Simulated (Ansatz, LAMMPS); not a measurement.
# Gap against volume in glassy 69SiO2-19Al2O3-6SrO-6Li2O (mol %) (106 atoms)

Density of this cell: 2.66 g/cm³. The cell holds 106 atoms: 22 Si, 12 Al, 2 Sr, 4 Li and 66 O. Its edges and angles: a = 10.993 Å, b = 11.066 Å, c = 11.327 Å, α = 87.7°, β = 89.2°, γ = 88.2°. The starting structure: 106 atoms (22 Si, 12 Al, 2 Sr, 4 Li, 66 O) placed at random at 2.56 g/cm³, melted at 4000 K for 10 ps at fixed volume with the Morse and Coulomb pair potential with partial charges (Pedone, Malavasi, Menziani, Cormack and Segre, J. Phys. Chem. B 110, 11780 (2006)). Quenched from 4000 K to 300 K at 50 K/ps and fixed volume, held 5 ps.

Calculated with Ansatz 0.2.0: Kohn-Sham DFT, PBE, PAW (set soft_2), plane waves; cutoff 420 eV, Γ point, fixed occupations. The relaxed cell was scaled evenly and the atoms were relaxed at each volume. The gap is that between the highest filled and the lowest empty Kohn-Sham level on the run's k-points.

| volume (Å³/atom) | gap (eV) |
| --- | --- |
| 11.683 | 3.847 |
| 12.202 | 3.713 |
| 12.591 | 3.616 |
| 12.981 | 3.517 |
| 13.370 | ? |
| 13.760 | 3.298 |

**Question.** Fit a straight line in ln V to the rows given and interpolate to the withheld row.

Worked fit:

A volume deformation potential makes the spacing linear in u = ln(V/V0), with V0 = 12.981 Å³ the relaxed volume; v is the spacing.

```
u = ln(V/V0)  v (eV)
   -0.105360  3.8469
  -0.0618759  3.7132
  -0.0304597  3.6165
           0  3.5169
   0.0582692  3.2979
```

With n = 5: mean u = -0.0278853, mean v = 3.59828, Σ(u − ū)² = 0.015365, Σ(u − ū)(v − v̄) = -0.051363. Slope b = -0.051363 / 0.015365 = -3.3430; intercept a = v̄ − b ū = 3.5051.

At the withheld volume u = 0.02956, and v = a + b u.

Prediction at 13.370: 3.406 eV. The run gave 3.405 eV, so the fit is high by 0.0015 eV (0.045 % of the value).

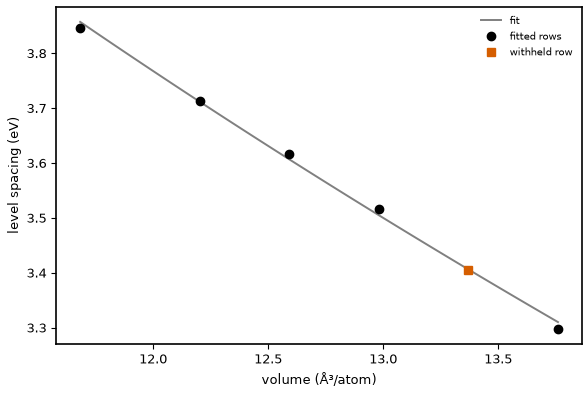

The fit, the rows that it rests on and the withheld row.

The slope, -3.34 eV, says that the spacing narrows on expansion. Among the rows given, the largest miss of the fit is at 13.760, by 0.012 eV (2.3 % of the range of the table).

Limits: The table spans 16 % in volume, wide for a linear law. Semilocal functionals tend to put gaps under measured ones. Only the Γ point is sampled. Atoms move by up to 0.6 Å in these relaxations, so the structure changes along the series. Defect or tail levels can set the spacing of a disordered cell.

[Logs are printed without paths, hosts, clocks, repeated set-up lines and the standing remarks that a program may print on its own settings, such as how far it seeks lower states.]

[Hosts, paths, dates, database ids (printed as entryN), source tags and the programs' standing remarks are cut or masked in the printed files.]
